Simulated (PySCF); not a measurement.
CH4BF3Si, SMILES FC(F)([SiH2]B)F at its B3LYP/def2-SVP optimised geometry (Å):

```
10

B     -1.7683    -0.6621     1.2392
Si     0.2361    -0.7727     1.5045
C      1.0044     0.2002     0.0000
F      2.3499     0.2002     0.0000
F      0.6054     1.4926     0.0000
F      0.6057    -0.3333    -1.1776
H     -2.3499    -1.4926     0.5890
H     -2.4049     0.2492     1.7030
H      0.7434    -0.0965     2.7316
H      0.7971    -2.1513     1.4299
```

Calculation: PySCF 2.14.0 with B3LYP/def2-TZVP. Cells within 0.4 Å of a nucleus heavier than hydrogen are left out (blank, or x).

Map of the HOMO amplitude (bohr^(-3/2)) on the plane z = 0.0 Å; orbital energy -8.74 eV, overall sign arbitrary:

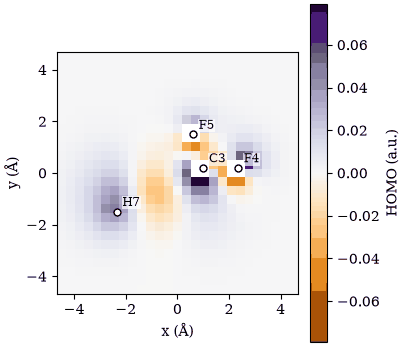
Figure. HOMO amplitude (bohr^(-3/2)) on the plane z = 0.0 Å.
